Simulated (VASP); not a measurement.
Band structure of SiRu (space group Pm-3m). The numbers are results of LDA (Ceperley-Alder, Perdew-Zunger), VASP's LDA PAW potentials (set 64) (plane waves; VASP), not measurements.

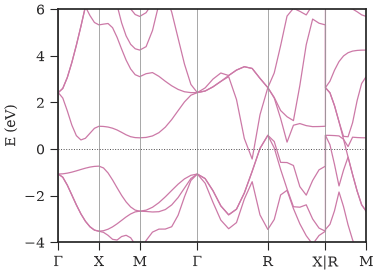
Figure: Bands along high-symmetry lines, zero at the valence-band maximum or, without a gap, the Fermi level

Problem. Read the plot: is there a gap, and where are the band edges?

Solution. It has no gap at this level: it comes out as a metal or semimetal.

The structure comes from a computed database's SiRu entry (Pm-3m); how it stands against other phases isn't given here. The cell was not relaxed at this level.
